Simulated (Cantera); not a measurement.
A closed system holds: 1 mol Pb, 0.67 mol CO, 1 mol H₂, equilibrated at 1 atm.

Equilibrium computed with Cantera from the NASA thermochemical tables; the gas is ideal and each condensed phase is pure. Candidate condensed phases: C, C₆H₆, C₇H₈, C₈H₁₈, H₂O, Pb, PbO, PbO₂, Pb₃O₄; 113 gas species. The numbers say what is thermodynamically allowed, not how fast it happens.

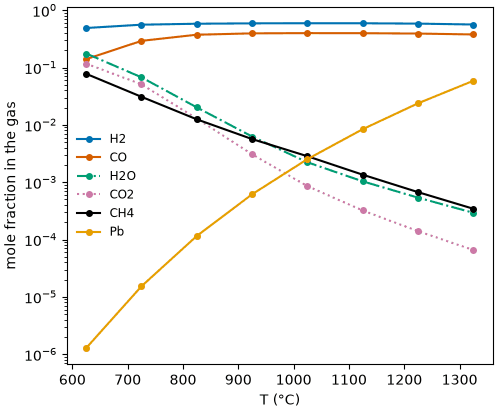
Figure: Equilibrium gas composition (values under 1e-9 drawn at 1e-9)

From 625 °C to 1025 °C the condensed part is C(graphite) + Pb(l). From 1125 °C to 1325 °C the condensed part is Pb(l). The main Pb-bearing gas is Pb throughout.
